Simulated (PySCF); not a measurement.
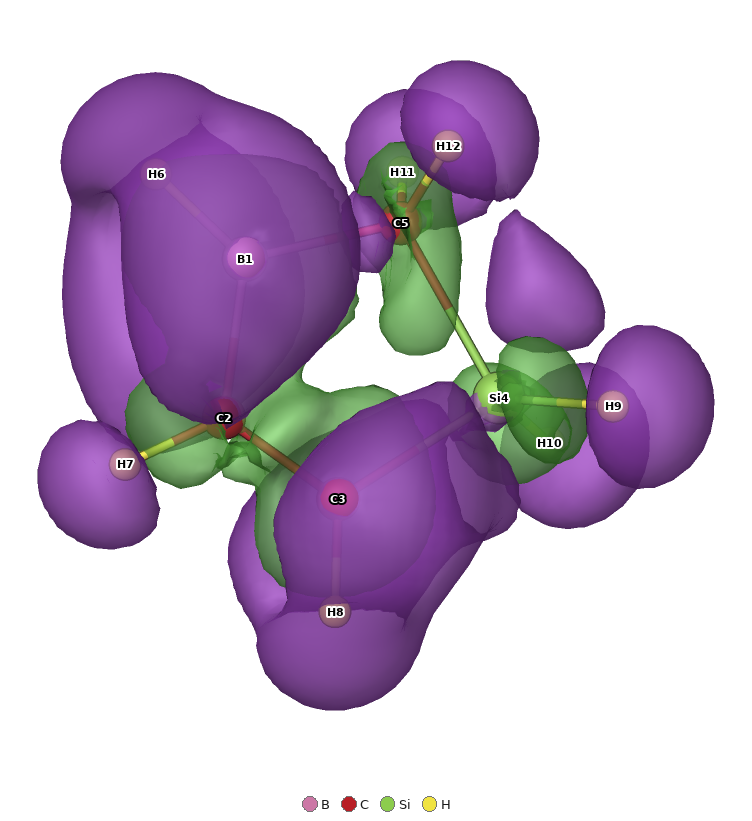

Figure 1: C3H7BSi, SMILES `B1C=C[SiH2]C1`. Fukui function f⁺ = ρ(N+1) − ρ(N) at fixed geometry, surfaces at ±0.008 e/Å³ (purple positive, green negative).

Computed with PySCF, BP86/6-31+G*, geometry: GFN2-xTB. No frequency check shows the geometry to be a minimum.

**On which atoms does the density change most on addition of an electron?**

f⁺ (Hirshfeld-condensed) is largest on B1 (0.28); the vertical electron affinity is 0.26 eV (the stability of the anion's solution wasn't checked; the anion's highest orbital has positive energy, so this value and f⁺ depend on the basis). Condensed values hint at sites of nucleophilic attack but needn't mark the atom that reacts. Orbital relaxation makes it negative in places (0.20 e in all).
